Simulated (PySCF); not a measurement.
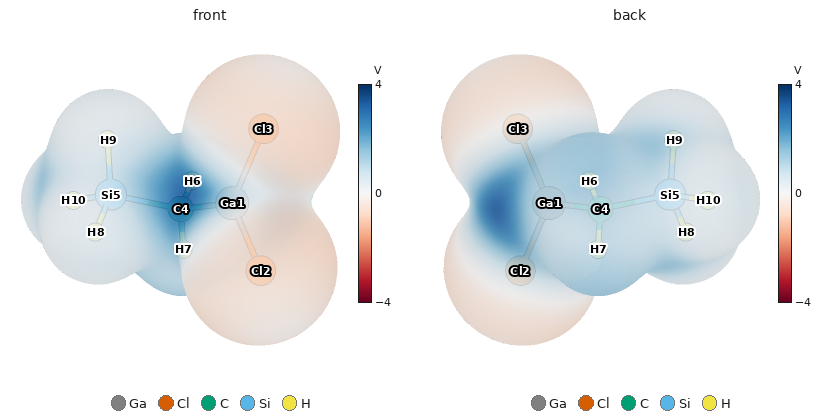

*CH$_{5}$Cl$_{2}$GaSi (SMILES [SiH3][CH2][Ga]([Cl])[Cl]). The molecular electrostatic potential painted on the density surface at 0.002 e/bohr³, seen from the front and from behind; the colour scale runs from red (negative) to blue (positive).*

Geometry: PBE0-D3(BJ)/def2-SVP.

All numbers below come from wB97X-D/def2-SVPD, SCF density, gas phase (PySCF 2.14.0).

Input file:

```
{"job": {"kind": "uv", "xc": "wB97X-D", "basis": "def2-SVPD", "ip": false, "nstates": 15}, "charge": 0, "multiplicity": 1}
Ga     0.806006     1.401933    -0.570075
Cl     2.941232     1.570817    -0.627185
Cl    -0.241915     3.241574    -0.254152
C     -0.103482    -0.298979    -0.761943
Si    -0.610027    -1.067277     0.884189
H     -1.004972    -0.133906    -1.374407
H      0.572379    -0.981279    -1.301807
H      0.598697    -1.282305     1.736706
H     -1.541521    -0.148471     1.605542
H     -1.291757    -2.378876     0.667532
```

Run with:

```sh
OMP_NUM_THREADS=1 python probes_run.py task.json out
```

Q: Which sites attract a positive test charge, and which a negative one?

A: A positive charge is drawn to the negative regions and a negative charge to the positive ones. The most negative region (about −0.7 V) lies over Cl2 and Cl3, the most positive (about +3.1 V) over Ga1.
